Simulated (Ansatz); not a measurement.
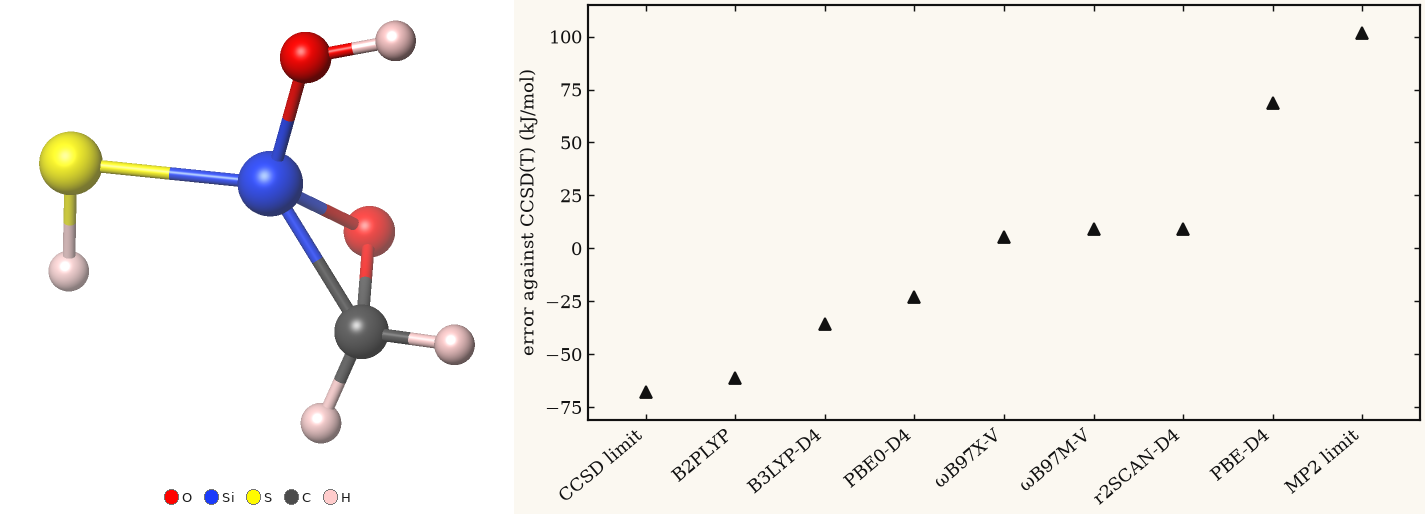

Error in the electronic atomisation energy (method less reference, so positive means overbinding) of CH₄O₂SSi, SMILES O[Si@]1(S)CO1: functionals in def2-TZVPP against frozen-core CCSD(T) at the limit (MP2 extrapolated from triple and quadruple zeta, plus CCSD(T) less MP2 in a smaller set), which gives 3421.0 kJ/mol, at a PBE0-D4/def2-TZVP geometry (no frequency check), no zero-point or spin-orbit term, the Ansatz code. The reference leaves out core correlation, a term that grows with the number of heavy atoms. B2PLYP holds a correlation term that converges slowly with the basis, so part of the distance to the limit is basis error. No dispersion term is added to B2PLYP. Limit means the basis limit.

> What range do the values span?

From −67.7 kJ/mol (CCSD limit) to 101.5 kJ/mol (MP2 limit).

> Give the values.

```tsv
level	kJ/mol
CCSD limit	−67.7
B2PLYP	−61.1
B3LYP-D4	−35.7
PBE0-D4	−23.0
ωB97X-V	5.3
ωB97M-V	9.0
r2SCAN-D4	9.1
PBE-D4	68.4
MP2 limit	101.5
```
